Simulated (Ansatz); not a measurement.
# One shape, several levels: SnSe (SMILES [Se][Sn])

Wanted: a comparison of 6 runs (HF/STO-3G, B2PLYP/STO-3G, HSE06/STO-3G, PBE/STO-3G, CCSD/STO-3G, UCCSD(T)/STO-3G) of SnSe. 

The results are computed with Ansatz 0.2.0.

53 further runs of the same task are left out: 14 that didn't finish, 39 set aside as unsound or not needed.

### 1 The system as given

The species is SnSe (2 atoms), meant as a singlet with charge 0. SMILES: `[Se][Sn]`. The Sn2–Se1 distance was set to 4.677 Å, away from the relaxed value.

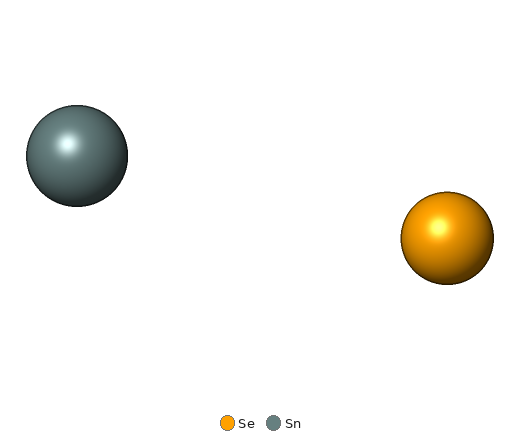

Viewed from a chosen angle; selenium orange, tin teal.

### 2 A single-point energy at HF/STO-3G (run 1)

molecule.yaml

```yaml
crystal:
  periodic: [false, false, false]
  atoms:
    - symbol: Se
      position_ang: [0.000000, 0.000000, -2.338360]
    - symbol: Sn
      position_ang: [0.000000, 0.000000, 2.338340]
basis:
  gaussian: {orbitals: STO-3G}
hamiltonian: {xc: hf}
accuracy: high
```

The run is started by

```sh
$ ansatz run molecule.yaml --threads 1 --pin off --max-ram 2610MiB --events-out events.jsonl --progress --plain --runs-dir runs
```

The program printed:

```text
Warning: RAYON_NUM_THREADS=1 ignored (pool sized by the plan → 1); use --threads N
Functional definition: HF
  name "HF"
  exchange = exact_x
  correlation = 0
647 factors; integrals over basis functions are off by at most 5.0e-9 eV
mean field evaluation 1: about -226831.8790 eV, gradient 5.5e0 eV
mean field evaluation 2: about -226831.9062 eV, gradient 5.5e0 eV
mean field evaluation 4: about -226723.7829 eV, gradient 1.7e1 eV
mean field evaluation 8: about -226849.8001 eV, gradient 1.3e0 eV
mean field evaluation 16: about -226849.7770 eV, gradient 5.1e-1 eV
mean field evaluation 32: about -226849.7203 eV, gradient 5.2e-1 eV
mean field evaluation 64: about -226849.6909 eV, gradient 1.5e-2 eV
mean field -226849.82424337 eV, -8336.5772766103 hartree, gradient 3.1e-8 eV, S^2 0.000000; 4 other end points of the search recorded, 0 dependent functions left out
reference -226849.82424337 eV, -8336.5772766103 hartree; 42, 42 occupied and 3, 3 virtual orbitals, 647 factors
Total energy: -226849.82424337 eV, -8336.5772766103 hartree
```

Run time: 1.6 s. Hardware: 1 thread of Arm Neoverse V1, shared host; peak memory 0.11 GiB.

### 3 A single-point energy at B2PLYP/STO-3G (run 2)

job.yaml

```yaml
crystal:
  periodic: [false, false, false]
  atoms:
    - {symbol: Se, position_ang: [0.000000, 0.000000, -2.338360]}
    - {symbol: Sn, position_ang: [0.000000, 0.000000, 2.338340]}
basis:
  gaussian: {orbitals: STO-3G}
hamiltonian: {xc: {name: B2PLYP}}
correlation: {frozen_orbitals: {Se: 9, Sn: 18}}
accuracy: high
```

The run is started by

```sh
$ ansatz run job.yaml --threads 1 --pin off --max-ram 2610MiB --events-out events.jsonl --progress --plain --runs-dir runs
```

The program printed:

```text
Warning: RAYON_NUM_THREADS=1 ignored (pool sized by the plan → 1); use --threads N
Functional definition: B2PLYP
  name "B2PLYP"
  parameter a = 0.53
  parameter c = 0.27
  exchange = (1 - a)*b88_x + a*exact_x
  correlation = (1 - c)*lyp_c + c*(mp2_os + mp2_ss)
647 factors; integrals over basis functions are off by at most 5.0e-9 eV
mean field evaluation 1: about -226899.5755 eV, gradient 6.0e0 eV
mean field evaluation 2: about -226899.5878 eV, gradient 6.0e0 eV
mean field evaluation 4: about -226791.3161 eV, gradient 1.6e1 eV
mean field evaluation 8: about -226908.8320 eV, gradient 2.6e1 eV
mean field evaluation 16: about -226918.1248 eV, gradient 1.8e-8 eV
mean field evaluation 32: about -226918.1248 eV, gradient 2.8e-3 eV
mean field evaluation 64: about -226904.4959 eV, gradient 1.3e0 eV
mean field evaluation 96: about -226915.8973 eV, gradient 1.3e1 eV
mean field -226918.12478541 eV, -8339.0872752345 hartree, gradient 1.8e-8 eV, S^2 0.000000; 6 other end points of the search recorded, 0 dependent functions left out; unrestricted orbitals would lower it
27 core orbitals not correlated: weight in the atoms' cores, before any rotation towards them, 1.000 or more for the frozen orbitals, at most 0.000 for the correlated occupied ones
reference -226918.12480557 eV, -8339.0872759754 hartree; 15, 15 occupied and 3, 3 virtual orbitals, 647 factors
second order -1.65148888 eV of doubles, -0.00000000 eV of singles
Total energy: -226918.57070757 eV, -8339.1036625715 hartree
```

Wall time 7.2 s (1 thread of Arm Neoverse V1, shared host); peak memory 0.16 GiB.

Runs 3 to 5 aren't shown in full; the table further down has their settings and results.

### 4 A single-point energy at UCCSD(T)/STO-3G (run 6)

run.yaml

```yaml
crystal:
  periodic: [false, false, false]
  atoms:
    - {symbol: Se, position_ang: [0.000000, 0.000000, -2.338360]}
    - {symbol: Sn, position_ang: [0.000000, 0.000000, 2.338340]}
basis:
  gaussian:
    orbitals: STO-3G
accuracy: high
scf:
  omitted_lower_state_checks: [cluster_reference, increment]
magnetization:
  spin_polarized: true
correlation:
  method: ccsd_t
  frozen_orbitals: {Se: 9, Sn: 18}
```

The run is started by

```sh
$ ansatz run run.yaml --threads 1 --pin off --max-ram 2610MiB --events-out events.jsonl --progress --plain --runs-dir runs
```

The program printed:

```text
Warning: RAYON_NUM_THREADS=1 ignored (pool sized by the plan → 1); use --threads N
[... 20 lines left out ...]
27 core orbitals not correlated: weight in the atoms' cores, before any rotation towards them, 1.000 or more for the frozen orbitals, at most 0.000 for the correlated occupied ones
[... 121 lines left out ...]
Total energy: -226854.47023957 eV, -8336.7480138216 hartree
Checks for a lower state left out: cluster_reference, increment
```

Wall time 18 s (1 thread of Arm Neoverse V1, shared host); peak memory 0.16 GiB.

### 5 Overview of the runs

| run | level | frozen core orbitals | energy (Eh) | wall time |
| --- | --- | --- | --- | --- |
| 1 | HF/STO-3G | – | -8336.577277 | 1.6 s |
| 2 | B2PLYP/STO-3G | 27 | -8339.103663 | 7.2 s |
| 3 | HSE06/STO-3G | – | -8339.418213 | 22 s |
| 4 | PBE/STO-3G | – | -8338.902305 | 12 s |
| 5 | CCSD/STO-3G | 27 | -8336.637696 | 6.3 s |
| 6 | UCCSD(T)/STO-3G | 27 | -8336.748014 | 18 s |

### 6 Results

| quantity | value |
| --- | --- |
| run 6: total energy | -8336.74801 Eh |
| run 6: correlation energy (27 core orbitals frozen) | -13.8 mEh |
| run 6: (T) correction | -0.01 mEh |
| run 6: ⟨S²⟩ of the reference determinant | 2.000 |
| run 6: T1 diagnostic | 0.001 |

In words: Below the HF energy at the same shape and in the same basis (STO-3G): CCSD -60.4 mEh; UCCSD(T) -170.7 mEh. Some of these start from another determinant than that one, so these aren't their correlation energies. Totals of different functionals can't be ranked against each other. In runs 2, 5 the log says that unrestricted orbitals would lower the reference, so the values rest on an unstable closed-shell determinant (other closed-shell runs at this shape may share the fault). In runs 1, 2, 3, 4, 5, 6 the basis is minimal, so the values are rough. In runs 1, 2, 3, 4, 5 a closed-shell determinant meets a far-stretched bond, which it describes badly. In runs 1, 2, 3, 4, 5, 6 relativity is left out where basis or elements ask for it. Spin contamination of the reference: run 6 ⟨S²⟩ = 2.00. Where it is this large, the reference is a mixture of spin states, and values that rest on it are in doubt. All runs together took 67 s, the longest 22 s.
